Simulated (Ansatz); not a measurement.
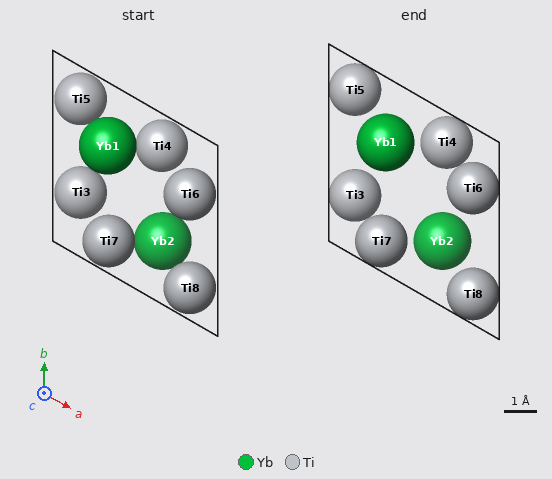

The structure of a crystal of YbTi3 (a generated structure, set up in P6_3/mmc) (coarse preliminary run) before (left) and after (right) a relaxation, at one scale.

The picture is a spheres-only view of the cell of the calculation, seen along the c axis.

Computed with DFT PBE, scalar-relativistic, plane waves, PAW in Ansatz. (plane-wave cutoff 420 eV; k-point mesh 3 × 3 × 4; occupations gaussian; smearing width 0.1 eV; no spin polarisation; cell and atoms relaxed; force threshold 0.04 eV/Å; at most 70 steps)

Question: What changed between the two?

Answer: The energy falls by 0.502 eV per cell of the calculation in 3 accepted moves (4 points after the start). Largest force component: 0.74 eV/Å at the start, 0.0055 eV/Å at the end. Pressure: 2.56 GPa at the start and 0.06 GPa at the end. The SCF was repeated once at an unchanged geometry on a basis and grid sized afresh for the cell, which shifted the energy by 0.8 meV per cell of the calculation at most. The largest moves relative to the cell, 0.17 Å, are those of Ti3, Ti4, Ti5, Ti6, Ti7 and Ti8. Ti8 goes along [1 −1 0]. Yb stays in place. The volume changes by +4.6 %, with a = b 6.010 → 6.212 Å (+3.4 %), c 4.927 → 4.826 Å (−2.0 %). Near-neighbour distances that change, for instance: Ti3–Ti4 2.951 → 3.337 Å, Ti3–Ti4 (another image) 3.059 → 2.875 Å, Yb1–Ti6 3.005 → 3.109 Å, Ti3–Ti7 3.031 → 2.929 Å. The space group stays P6_3/mmc (No. 194). Cost: 52 s on 1 thread of Arm Neoverse V1 (shared host), peak memory 0.48 GiB.

Limits of the set-up: 4f states are treated without a Hubbard U.
